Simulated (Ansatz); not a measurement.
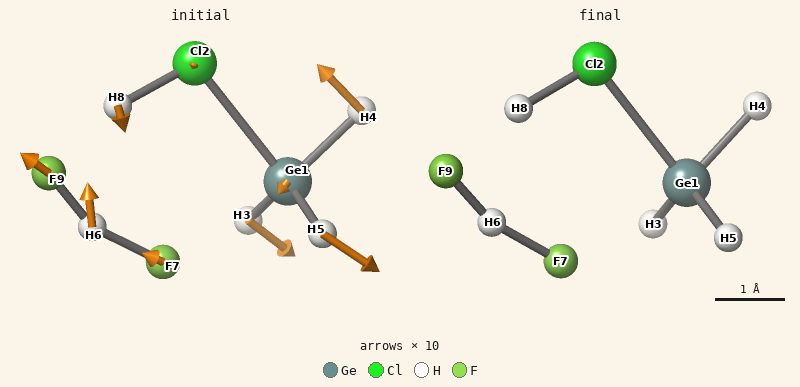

The structure of GeH5ClF2 before (left) and after (right) a constrained relaxation, at one scale. The orange arrows give the displacements, 10 times their true length.

A ball-and-stick model, seen at a tilt.

The reaction that was planned forms Ge1–F7, H6–F9, Cl2–H8 and breaks Ge1–Cl2, H6–F7, H8–F9 (atoms numbered from 1 in input order).

Method: RKS PBE0-D4/def2-SVP in Ansatz.

Input
```yaml
crystal:
  periodic: [false, false, false]
  atoms:
    - {symbol: Ge, position_ang: [-0.800800, -1.030300, -0.297300]}
    - {symbol: Cl, position_ang: [0.066800, -0.120000, 1.640400]}
    - {symbol: H, position_ang: [0.296600, -1.696300, -1.055700]}
    - {symbol: H, position_ang: [-1.520100, -2.104700, 0.538800]}
    - {symbol: H, position_ang: [-1.834300, -0.107200, -0.847700]}
    - {symbol: H, position_ang: [1.080900, 1.503900, -0.466000]}
    - {symbol: F, position_ang: [0.407800, 0.701800, -1.148700]}
    - {symbol: H, position_ang: [0.813700, 0.925900, 1.218600]}
    - {symbol: F, position_ang: [1.489400, 1.926900, 0.417600]}
basis:
  gaussian: {orbitals: def2-SVP}
hamiltonian: {xc: pbe0, dispersion: d4}
relax: {f_tol: 0.04, max_steps: 150, escape_saddle: false, constraints: [{distance: [0, 6]}, {distance: [5, 8]}, {distance: [1, 7]}, {distance: [0, 1]}, {distance: [5, 6]}, {distance: [7, 8]}]}
```

Run as
```bash
ansatz run in.yaml --threads 8 --pin off --events-out ev --progress --plain --max-ram 19148MiB
```

### Describe what moved and what it gained.

The energy falls by 1.75 kcal/mol in 3 geometry steps. Largest force component: 0.51 eV/Å at the start, 0.025 eV/Å at the end. The largest moves after the best rigid fit, 0.10 Å, are those of H3 and H5. By element the largest moves are H 0.10 Å, F 0.06 Å, Ge 0.02 Å, Cl 0.01 Å. Some distances before and after: Ge1–H3 1.491 → 1.525 Å, Ge1–H4 1.540 → 1.559 Å. Among the angles between lasting bonds that change: Cl2–Ge1–H4 89.7° → 85.5°, Cl2–Ge1–H3 109.0° → 112.4°, H3–Ge1–H5 126.8° → 124.8°.
